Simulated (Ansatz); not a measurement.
The reference is Au in the fcc (Cu type) structure (space group Fm-3m, No. 225; a = 4.125 Å; relaxed with 0.1 eV smearing). Axes: x, y, z lie along the cube axes.

Structures relaxed with DFT with r2SCAN, PAW potentials and a 500 eV plane-wave cutoff in Ansatz (a first-principles code), scalar-relativistic without spin-orbit coupling.

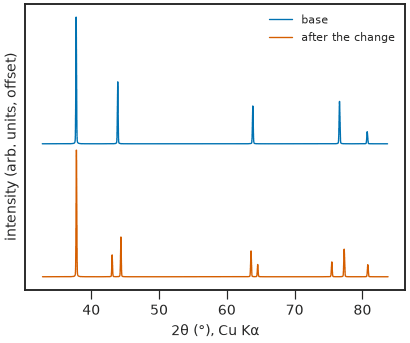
*Simulated powder patterns before (top) and after one change*

Name the change that was made.
A) biaxial strain −2.00 %, plane normal [001], relaxed out of plane
B) biaxial strain −2.50 %, plane normal [001], relaxed out of plane
C) biaxial strain −3.00 %, plane normal [001], relaxed out of plane
D) biaxial strain −1.00 %, plane normal [001], relaxed out of plane

D, biaxial strain −1.00 %, plane normal [001], relaxed out of plane. Its volume per atom is 17.50 Å³ against 17.54 Å³, and its space group is I4/mmm (No. 139).

Whether these cells are dynamically stable was not tested.
